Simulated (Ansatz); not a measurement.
A computed series for hypothetical CdI2 type CeO2: thickness series

The reference is CeO$_{2}$ in the CdI2 type structure (space group P-3m1, No. 164; a = 3.594 Å, c = 4.410 Å; a hypothetical phase, not in the database extracts checked).

Free-standing slabs (3 atom(s) a layer) normal to the stacking axis with 15 Å of vacuum; in-plane cell relaxed.

Calculations: r2SCAN+rVV10 (Ansatz, a first-principles code, PAW, without spin-orbit coupling).

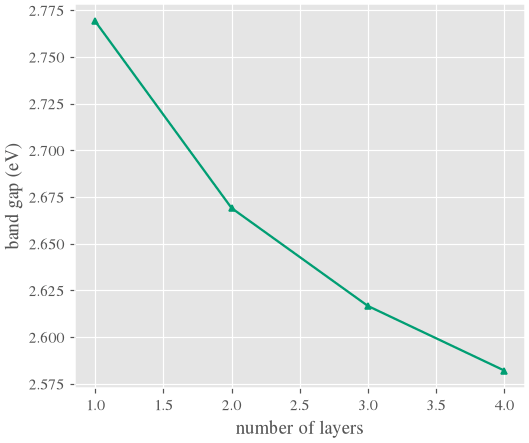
Figure: Band gap against number of layers

**Question.** From the plot, what is the band gap for 1 layer?

**Answer.** About 2.77 eV.

**Question.** Is the trend monotonic over the range shown?

**Answer.** Yes, it falls throughout, spanning 2.58 eV to 2.77 eV.

Whether these cells are dynamically stable was not tested. Seeded moments were not kept for the base. The final runs are not spin-polarised.
